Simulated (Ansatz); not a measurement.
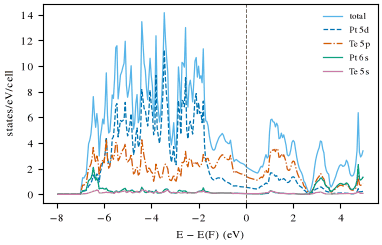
Figure: Total and projected density of states of Te₄Pt₃ in space group R-3m (No. 166; Te on 6c, Te on 6c, Pt on 6c, Pt on 3b), DFT-r²SCAN in the program Ansatz with PAW potentials

Task: Which orbitals carry the states next to the Fermi level?

Result: Within 0.5 eV of the Fermi level: Te 5p 65 %, Pt 5d 25 %, outside the projected shells 5 %. Projections are on Löwdin-orthogonalised atomic valence shells; empty p or d shells of many metals are not among them.

Task: Where is the tallest occupied peak in this window, and what makes it?

Result: Near -3.4 eV, about 14 states/eV per cell; the largest projected share is Pt 5d.

The first step of the workflow began from a Materials Project structure, measured or hypothetical; the Crystallography Open Database files this formula in space group No. 166, but the cells were not matched. Whether it is the stable phase at ambient conditions was not checked. Symmetry was held in the r²SCAN relaxation; whether a distortion lowers the energy is not shown. No spin polarisation was allowed. A crystal of weakly bound layers computed without a dispersion correction: the cell and the soft elastic constants depend strongly on that. Scalar-relativistic: spin–orbit coupling is off unless named, which matters more the heavier the elements.

Potentials: the earlier of the program's two PAW sets.
